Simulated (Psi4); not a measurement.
# CClF3 (SMILES FC(F)(F)Cl): levels of theory compared

Aim: a comparison of 3 runs (B2PLYP/def2-SVPD, DSD-PBEP86/def2-SVPD, wB97X-V/def2-SVPD) of CClF3. 

The results are computed with Psi4 1.11.

1 further run of the same task is left out (set aside as unsound or not needed).

### Step 1. Starting point

CClF3: 5 atoms, total charge 0, spin state singlet. SMILES: `FC(F)(F)Cl`. The C2–Cl5 distance was set to 3.160 Å, away from the relaxed value. At this shape a bond of the SMILES string is far longer than usual.

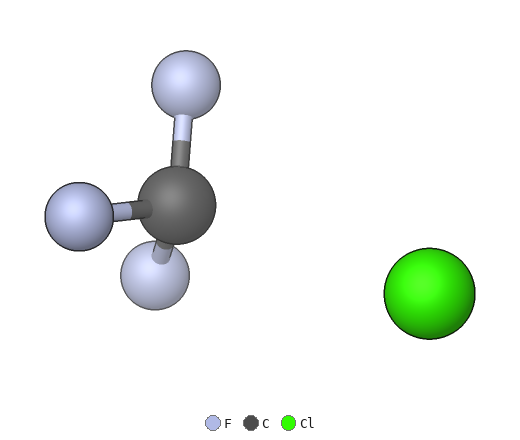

The structure, seen from a chosen angle (fluorine light blue, carbon dark grey, chlorine green).

### Step 2. The energy at B2PLYP/def2-SVPD (density fitting for correlation) (run 1)

Contents of cclf3.xyz:

```xyz
5
CClF3
F     -0.009092    -1.217498     1.953359
C     -0.224992    -1.319098     0.653359
F     -1.472392    -1.711198     0.460159
F      0.588908    -2.235598     0.158759
Cl     0.276300     1.463300    -0.758000
```

Contents of run.py:

```python
import psi4

psi4.set_memory('1600 MB')
psi4.set_num_threads(1)
psi4.set_output_file('output.dat', False)

with open('cclf3.xyz') as f:
    atoms = ''.join(f.readlines()[2:])
geom = psi4.geometry('0 1\n' + atoms + 'symmetry c1')

psi4.set_options({
    'puream': True,
    'e_convergence': 1e-09,
    'd_convergence': 1e-08,
    'scf_type': 'pk',
    'dft_radial_points': 99,
    'dft_spherical_points': 590,
    'num_frozen_docc': 9,
})

energy_value, wavefunction = psi4.energy("b2plyp/def2-SVPD", return_wfn=True)
print(f'b2plyp/def2-SVPD energy: {energy_value:.10f} Eh')
```

Command:

```console
$ python run.py
```

output.dat:

```text
[...]
  Running in c1 symmetry.
[...]
  Nuclear repulsion =  205.325109922870837
[...]
  Multiplicity = 1
[...]
  Nalpha       = 25
  Nbeta        = 25
[...]
    Number of basis functions: 116
[...]
   @RKS iter   1:  -796.33400861182713   -2.07513e-01   5.90209e-03 DIIS/ADIIS
[...]
   @RKS iter  13:  -796.62878509164307   -9.09495e-13   2.40084e-09 DIIS
[...]
    Orbital Energies [Eh]
    ---------------------
    Doubly Occupied:
       1A   -102.896973     2A    -25.505171     3A    -25.505161
       4A    -25.505146     5A    -11.028665     6A     -9.922302
       7A     -7.569709     8A     -7.561473     9A     -7.561473
      10A     -1.571726    11A     -1.473724    12A     -1.473703
      13A     -0.888412    14A     -0.882016    15A     -0.784960
      16A     -0.784954    17A     -0.738704    18A     -0.657841
      19A     -0.657838    20A     -0.619893    21A     -0.619884
      22A     -0.601657    23A     -0.367189    24A     -0.367189
      25A     -0.363738
[...]
  @RKS Final Energy:  -796.62878509164307
   => Energetics <=
    Nuclear Repulsion Energy =            205.3251099228708370
    One-Electron Energy =               -1509.9302366399854236
    Two-Electron Energy =                 538.9095485704425528
    DFT Exchange-Correlation Energy =     -30.9332069449709159
    Empirical Dispersion Energy =           0.0000000000000000
    VV10 Nonlocal Energy =                  0.0000000000000000
    Total Energy =                       -796.6287850916430671
[...]
 Multipole Moments:
 ------------------------------------------------------------------------------------
     Multipole            Electronic (a.u.)      Nuclear  (a.u.)        Total (a.u.)
 ------------------------------------------------------------------------------------
 L = 1.  Multiply by 2.5417464519 to convert [e a0] to [Debye]
 Dipole X            :         -0.4414662            0.2289740           -0.2124922
 Dipole Y            :         -2.4504649            1.2707078           -1.1797571
 Dipole Z            :          1.2430504           -0.6445491            0.5985013
 Magnitude           :                                                    1.3398446
[...]
```

The script printed:

```text
b2plyp/def2-SVPD energy: -796.9355059864 Eh
```

Wall time 20 s (1 thread of AMD EPYC 7R43 (Zen 3), shared host); peak memory 0.67 GiB.

### Step 3. A single-point energy at DSD-PBEP86/def2-SVPD (density fitting for correlation) (run 2)

Contents of input.json:

```json
{
 "schema_name": "qcschema_input",
 "schema_version": 1,
 "molecule": {
  "schema_name": "qcschema_molecule",
  "schema_version": 2,
  "symbols": ["F", "C", "F", "F", "Cl"],
  "geometry": [-0.01718139, -2.30073778, 3.69131353, -0.42517326, -2.49273395, 1.23466957, -2.78241763, -3.23369557, 0.86957448, 1.11287483, -4.22466794, 0.30001103, 0.52213133, 2.76523624, -1.4324124],
  "molecular_charge": 0,
  "molecular_multiplicity": 1,
  "fix_symmetry": "c1"
 },
 "driver": "energy",
 "model": {
  "method": "dsd-pbep86",
  "basis": "def2-SVPD"
 },
 "keywords": {
  "puream": true,
  "e_convergence": 1e-09,
  "d_convergence": 1e-08,
  "scf_type": "pk",
  "dft_radial_points": 99,
  "dft_spherical_points": 590,
  "num_frozen_docc": 9
 }
}
```

Command:

```console
$ psi4 --qcschema input.json -n 1 --memory 1600MB
```

stdout:

```text
[...]
  Running in c1 symmetry.
[...]
  Nuclear repulsion =  205.325110075273813
[...]
  Multiplicity = 1
[...]
  Nalpha       = 25
  Nbeta        = 25
[...]
    Number of basis functions: 116
[...]
   @RKS iter   1:  -795.66416717387210   -3.18049e-01   5.90847e-03 ADIIS/DIIS
[...]
   @RKS iter  13:  -795.95500399483410   -1.13687e-11   3.60077e-09 DIIS
[...]
    Orbital Energies [Eh]
    ---------------------
    Doubly Occupied:
       1A   -103.655599     2A    -25.883514     3A    -25.883503
       4A    -25.883481     5A    -11.288483     6A    -10.183912
       7A     -7.756937     8A     -7.750735     9A     -7.750735
      10A     -1.677603    11A     -1.577198    12A     -1.577176
      13A     -0.957272    14A     -0.943510    15A     -0.847846
      16A     -0.847840    17A     -0.801122    18A     -0.719167
      19A     -0.719163    20A     -0.681179    21A     -0.681169
      22A     -0.664604    23A     -0.400614    24A     -0.400614
      25A     -0.384379
[...]
  @RKS Final Energy:  -795.95500399483410
   => Energetics <=
    Nuclear Repulsion Energy =            205.3251100752738125
    One-Electron Energy =               -1509.6513140781721631
    Two-Electron Energy =                 526.7425602899771775
    DFT Exchange-Correlation Energy =     -18.3713602819129846
    Empirical Dispersion Energy =           0.0000000000000000
    VV10 Nonlocal Energy =                  0.0000000000000000
    Total Energy =                       -795.9550039948341009
[...]
 Multipole Moments:
 ------------------------------------------------------------------------------------
     Multipole            Electronic (a.u.)      Nuclear  (a.u.)        Total (a.u.)
 ------------------------------------------------------------------------------------
 L = 1.  Multiply by 2.5417464519 to convert [e a0] to [Debye]
 Dipole X            :         -0.4608964            0.2289740           -0.2319225
 Dipole Y            :         -2.5583062            1.2707078           -1.2875984
 Dipole Z            :          1.2977539           -0.6445491            0.6532048
 Magnitude           :                                                    1.4623181
[...]
```

The result, in JSON:

```text
{
 "driver": "energy",
 "model": {
  "method": "dsd-pbep86",
  "basis": "def2-SVPD"
 },
 "success": true,
 "return_result": -796.4377983530894,
 "properties": {
  "calcinfo_nbasis": 116,
  "calcinfo_nmo": 116,
  "calcinfo_nalpha": 25,
  "calcinfo_nbeta": 25,
  "calcinfo_natom": 5,
  "nuclear_repulsion_energy": 205.3251100752738,
  "return_energy": -796.4377983530894,
  "scf_one_electron_energy": -1509.6513140781722,
  "scf_two_electron_energy": 526.7425602899772,
  "scf_xc_energy": -18.371360281912985,
  "scf_dipole_moment": [-0.23192245576675052, -1.2875983795985562, 0.6532048085792157],
  "scf_total_energy": -795.9550039948341,
  "scf_iterations": 13
 }
}
```

It took 20 s on 1 thread of AMD EPYC 7R43 (Zen 3), shared host; peak memory 0.67 GiB.

### Step 4. The energy at wB97X-V/def2-SVPD (run 3)

cclf3.xyz is that of step 2.

Contents of cclf3.py:

```python
import psi4

psi4.set_memory(1600000000)
psi4.set_num_threads(1)
psi4.core.set_output_file('psi4.out', False)

with open('cclf3.xyz') as f:
    atoms = ''.join(f.readlines()[2:])
molecule = psi4.geometry('0 1\n' + atoms + 'symmetry c1')

psi4.set_options({
    'reference': 'rks',
    'puream': True,
    'e_convergence': 1e-09,
    'd_convergence': 1e-08,
    'scf_type': 'pk',
    'dft_radial_points': 99,
    'dft_spherical_points': 590,
})

energy_value = psi4.energy('wb97x-v/def2-SVPD')
print('E =', round(energy_value, 9))
for k, v in sorted(psi4.core.scalar_variables().items()):
    print(f'{k:45s} {v:18.10f}')
```

Command:

```console
$ python cclf3.py
```

psi4.out:

```text
[...]
  Running in c1 symmetry.
[...]
  Nuclear repulsion =  205.325109922870837
[...]
  Multiplicity = 1
[...]
  Nalpha       = 25
  Nbeta        = 25
[...]
    Number of basis functions: 116
[...]
   @RKS iter   1:  -796.82287517835152   -2.50460e-01   5.97431e-03 ADIIS/DIIS
[...]
   @RKS iter  15:  -797.12321517133114   -2.85354e-11   7.94000e-09 DIIS
[...]
    Orbital Energies [Eh]
    ---------------------
    Doubly Occupied:
       1A   -101.498805     2A    -24.910623     3A    -24.910611
       4A    -24.910600     5A    -10.673293     6A     -9.556123
       7A     -7.320005     8A     -7.307909     9A     -7.307909
      10A     -1.535277    11A     -1.437764    12A     -1.437743
      13A     -0.902567    14A     -0.893481    15A     -0.805377
      16A     -0.805370    17A     -0.762035    18A     -0.675227
      19A     -0.675225    20A     -0.636015    21A     -0.636005
      22A     -0.614881    23A     -0.406727    24A     -0.406325
      25A     -0.406325
[...]
  @RKS Final Energy:  -797.12321517133114
   => Energetics <=
    Nuclear Repulsion Energy =            205.3251099228708370
    One-Electron Energy =               -1509.7672898061696287
    Two-Electron Energy =                 554.7295669356151393
    DFT Exchange-Correlation Energy =     -47.6188541803493237
    Empirical Dispersion Energy =           0.0000000000000000
    VV10 Nonlocal Energy =                  0.2082519567018873
    Total Energy =                       -797.1232151713311396
[...]
 Multipole Moments:
 ------------------------------------------------------------------------------------
     Multipole            Electronic (a.u.)      Nuclear  (a.u.)        Total (a.u.)
 ------------------------------------------------------------------------------------
 L = 1.  Multiply by 2.5417464519 to convert [e a0] to [Debye]
 Dipole X            :         -0.4679657            0.2289740           -0.2389918
 Dipole Y            :         -2.5975036            1.2707078           -1.3267958
 Dipole Z            :          1.3176422           -0.6445491            0.6730931
 Magnitude           :                                                    1.5068372
[...]
```

On the terminal:

```text
E = -797.123215171
CURRENT ENERGY                                   -797.1232151713
CURRENT REFERENCE ENERGY                         -797.1232151713
DD SOLVATION ENERGY                                 0.0000000000
DFT FUNCTIONAL TOTAL ENERGY                      -797.1232151713
DFT TOTAL ENERGY                                 -797.1232151713
DFT VV10 ENERGY                                     0.2082519567
DFT XC ENERGY                                     -47.6188541803
GRID ELECTRONS ALPHA                               24.9999998093
GRID ELECTRONS BETA                                24.9999998093
GRID ELECTRONS TOTAL                               49.9999996185
NUCLEAR REPULSION ENERGY                          205.3251099229
ONE-ELECTRON ENERGY                             -1509.7672898062
PCM POLARIZATION ENERGY                             0.0000000000
PE ENERGY                                           0.0000000000
SCF ITERATION ENERGY                             -797.1232151713
SCF ITERATIONS                                     15.0000000000
SCF TOTAL ENERGY                                 -797.1232151713
TWO-ELECTRON ENERGY                               554.7295669356
XC GRID RADIAL POINTS                              99.0000000000
XC GRID SPHERICAL POINTS                          590.0000000000
XC GRID TOTAL POINTS                           283809.0000000000
```

Run time: 1.7 min. Hardware: 1 thread of AMD EPYC 7R43 (Zen 3), shared host; peak memory 0.85 GiB.

### Step 5. All runs side by side

| run | level | fitting correlation | frozen core orbitals | energy (Eh) | HOMO energy (eV) | LUMO energy (eV) | HOMO–LUMO gap (eV) | wall time |
| --- | --- | --- | --- | --- | --- | --- | --- | --- |
| 1 | B2PLYP/def2-SVPD (density fitting for correlation) | density fitting | 9 | -796.935506 | -9.90 | -5.44 | 4.46 | 20 s |
| 2 | DSD-PBEP86/def2-SVPD (density fitting for correlation) | density fitting | 9 | -796.437798 | -10.46 | -4.77 | 5.69 | 20 s |
| 3 | wB97X-V/def2-SVPD | – | 0 | -797.123215 | -11.06 | -4.54 | 6.51 | 1.7 min |

### Step 6. Outcome

| quantity | value |
| --- | --- |
| run 3: total energy | -797.12322 Eh |
| run 3: dipole moment | 3.83 D |
| run 3: HOMO energy | -11.06 eV |
| run 3: LUMO energy | -4.54 eV |
| run 3: HOMO–LUMO gap | 6.51 eV |

In words: The HOMO–LUMO gap runs from 4.46 eV (B2PLYP/def2-SVPD) to 6.51 eV (wB97X-V/def2-SVPD). A double hybrid's value is that of its SCF part. Totals of different functionals can't be ranked against each other. In runs 1, 2, 3 a closed-shell determinant meets a far-stretched bond, which it describes badly. All runs together took 2.4 min, the longest 1.7 min.
